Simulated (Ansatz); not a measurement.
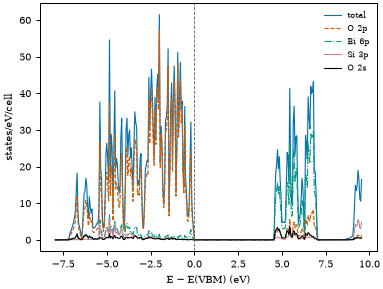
Figure: Total and projected density of states of Si3Bi4O12 in space group I-43d (No. 220; Si on 12a, Bi on 16c, O on 48e), DFT-r²SCAN in the program Ansatz with PAW potentials

Which orbitals carry the states next to the gap?

Top 1 eV of the valence band: O 2p 87 %, Bi 6s 7 %. Bottom 1 eV of the conduction band: Bi 6p 64 %, O 2p 12 %, O 2s 11 %. Projections are on Löwdin-orthogonalised atomic valence shells; empty p or d shells of many metals are not among them.

Where is the tallest occupied peak in this window, and what makes it?

Near -2.0 eV, about 61 states/eV per cell; the largest projected share is O 2p.

The workflow started from a Materials Project entry (that database holds measured and hypothetical structures alike); the Crystallography Open Database files this formula in space group No. 220, but the cells were not matched. Whether it is the stable phase at ambient conditions was not checked. The r²SCAN relaxation kept the symmetry of its start; its stability against distortions is not shown here. Spin–orbit coupling is left out wherever it is not named.

Potentials: the later of the program's two PAW sets.
